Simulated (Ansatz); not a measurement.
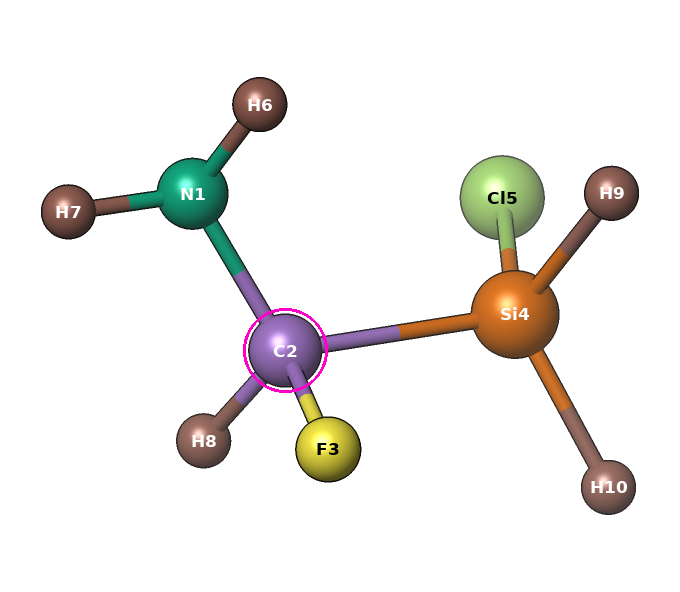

Distant atoms are faded towards the background colour. Circles mark the stereogenic atoms. The computed structure is the end point of a PBE-D4/def2-SVP optimisation. No frequency run is at hand to confirm it as a minimum.

**What are the Cahn–Ingold–Prelog descriptors?**

C2: R (priorities Si4 > F3 > N1 > H8).

**Write the isomeric SMILES.**

N[C@H](F)[SiH2]Cl
